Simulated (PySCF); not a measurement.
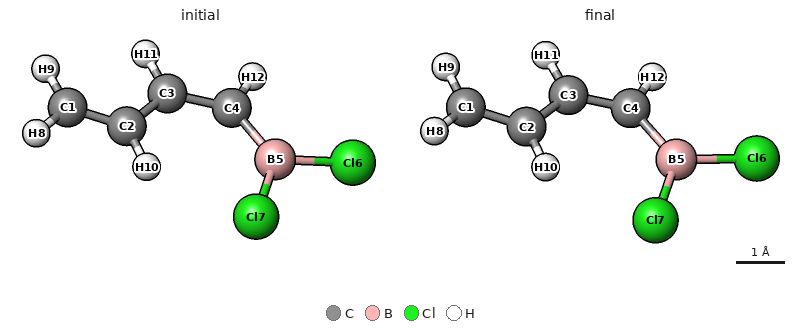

The structure of C4H5BCl2 before (left) and after (right) a relaxation, at one scale.

Style: ball-and-stick. Shown from a free direction.

The start comes from GFN2-xTB. Its atoms were then displaced at random by about 0.01 Å.

All numbers below come from PBE0-D3(BJ)/def2-SVP geometry optimisation, gas phase in PySCF 2.14.0, density-fitted response routines. 

Describe what moved and what it gained.

Cl6 moves most after the best rigid fit: 0.13 Å. Largest moves by element: Cl 0.13 Å, H 0.06 Å, C 0.04 Å, B 0.04 Å. Some distances before and after: C3–C4 1.405 → 1.359 Å, B5–Cl7 1.722 → 1.762 Å, C1–C2 1.308 → 1.343 Å, B5–Cl6 1.733 → 1.761 Å. Bond angles that change, for instance: C2–C1–H9 123.8° → 121.3°, C2–C3–C4 126.6° → 129.0°, B5–C4–H12 116.3° → 114.1°. The energy falls by 17.9 kJ/mol in 9 geometry steps.
